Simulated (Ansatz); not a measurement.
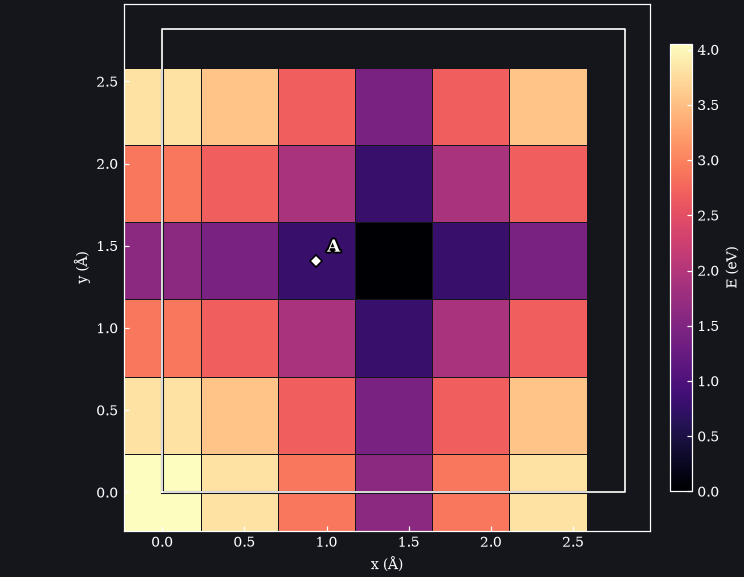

N on an Al(100) slab cut from the Fm-3m phase, its upper half relaxed before the scan (12 atoms of substrate and one adsorbate in a 2 × 2 cell). 
- N is moved over the surface cell; relaxed at each place: the height of the adsorbate's atoms; substrate rigid; the origin of the map has the adsorbate above Al9.
- Places are given modulo a cell vector. The map is drawn in real space over the plane of the surface.
- The scan uses a 6 × 6 grid; 10 points were computed and 26 follow by symmetry.
- Places are given in fractions of the 1 × 1 surface cell.
- All energies are given in eV relative to the lowest grid point.
- At some places the adsorbate sinks to or below the level of the top layer.
- Theory: DFT LDA, scalar-relativistic, plane waves, PAW in Ansatz. Settings: cutoff 420 eV, k-mesh 5×5×1, gaussian smearing 0.1 eV, no spin polarisation.

In the figure: one coloured cell a grid point, the outline of one cell of the plane, the point A.

Is A at rest? If not, where is it pushed?

Answer. A, at (2/6, 3/6) of the cell vectors, is not a stationary point. The computed force is 2.1 eV/Å in the plane, pointing right in the picture (components 2.1 and 0.0 eV/Å).
